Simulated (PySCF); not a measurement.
SMILES FB([SeH])[SeH] (H2BFSe2) at its B3LYP/def2-SVP optimised geometry (Å):

```
6

B     -0.5000     0.5396     0.0000
F     -1.1692     1.6870     0.0000
Se     1.4574     0.5396     0.0000
H      1.5615     2.0125    -0.0001
Se    -1.5615    -1.1077    -0.0004
H     -0.3965    -2.0125     0.0017
```

Computed with B3LYP/def2-TZVP run with PySCF. Cells within 0.4 Å of a nucleus heavier than hydrogen are left out (blank, or x).

Map of the log10 of the electron density (e/bohr³), floored at −4 on the plane z = 0.0 Å:

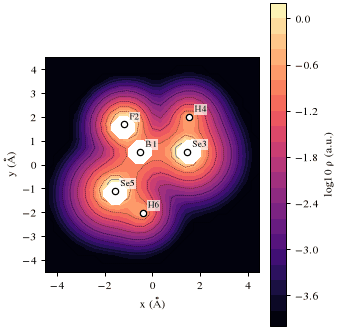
Fig. 1. Log10 of the electron density (e/bohr³), floored at −4 on the plane z = 0.0 Å.
